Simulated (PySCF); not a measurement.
## Electronic structure of C4H9FOSi2 in real space

```yaml
atoms:
  - { symbol: C, position_ang: [-1.8909, 2.9972, -0.6104] }
  - { symbol: C, position_ang: [-1.2727, 1.9670, -0.5641] }
  - { symbol: Si, position_ang: [-0.3681, 0.3517, -0.4553] }
  - { symbol: F, position_ang: [-0.2238, -0.1224, -2.0182] }
  - { symbol: C, position_ang: [1.4148, 0.7332, 0.1068] }
  - { symbol: C, position_ang: [2.2690, -0.5229, 0.2579] }
  - { symbol: Si, position_ang: [-1.5309, -1.2768, 0.6889] }
  - { symbol: O, position_ang: [-1.2975, -2.7527, 0.0463] }
  - { symbol: H, position_ang: [-2.4236, 3.9035, -0.6605] }
  - { symbol: H, position_ang: [1.3922, 1.2673, 1.0580] }
  - { symbol: H, position_ang: [1.8893, 1.4041, -0.6125] }
  - { symbol: H, position_ang: [1.8354, -1.2005, 0.9918] }
  - { symbol: H, position_ang: [2.3444, -1.0504, -0.6910] }
  - { symbol: H, position_ang: [3.2768, -0.2691, 0.5832] }
  - { symbol: H, position_ang: [-1.0502, -1.5053, 2.0485] }
  - { symbol: H, position_ang: [-2.9686, -0.9744, 0.7031] }
  - { symbol: H, position_ang: [-1.4027, -2.9375, -0.8825] }
```

Geometry: GFN2-xTB.

Theory: CAM-B3LYP/def2-SVPD, SCF density, gas phase (PySCF).

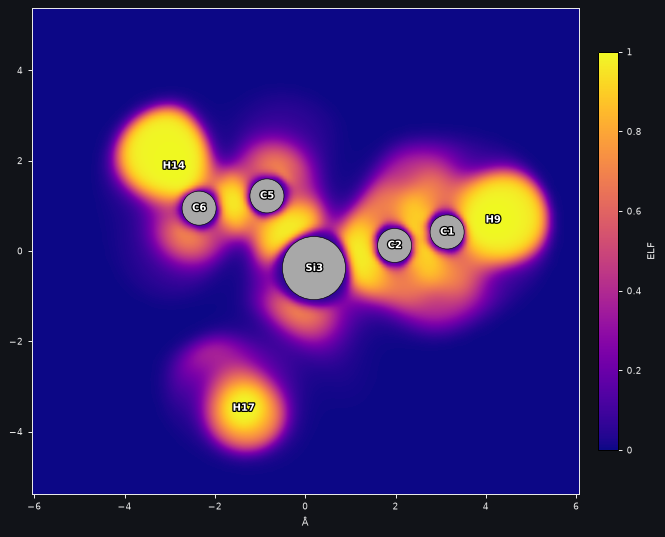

Figure 1. Electron localisation function on the plane of atoms C5, C6 and H14. Grey discs cover the atomic cores.

**What does the map show?**

The section cuts through C, Si and H sites.
C–C (1.20 Å): the ELF peaks at about 0.85 between the atoms; a short, multiple covalent bond.
C–Si (1.85 Å): the ELF peaks at about 1 between the atoms: a shared electron pair.
C–Si (1.91 Å): the ELF peaks at about 0.95 between the atoms, as expected for a covalent bond.

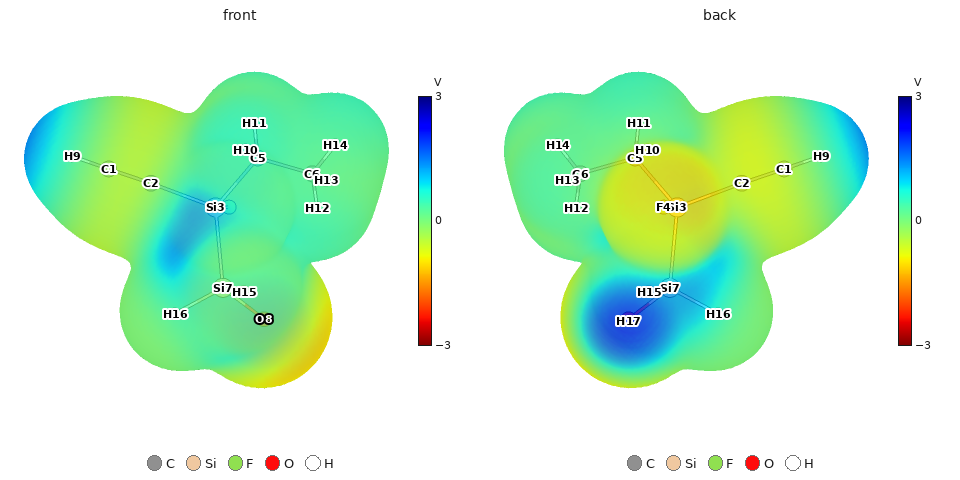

Figure 2. The electrostatic potential painted on the density surface at 0.001 e/bohr³, seen from the front and from behind; red is negative and blue positive.

**Which sites attract a positive test charge, and which a negative one?**

A positive charge is drawn to the negative regions and a negative charge to the positive ones. The most negative region (about −1.1 V, or −25 kcal/mol for a unit charge) lies over F4 and O8, the most positive (about +2.0 V, or +46 kcal/mol for a unit charge) over H17.

**What dipole moment does the calculation give?**

Its dipole moment is 1.20 D.
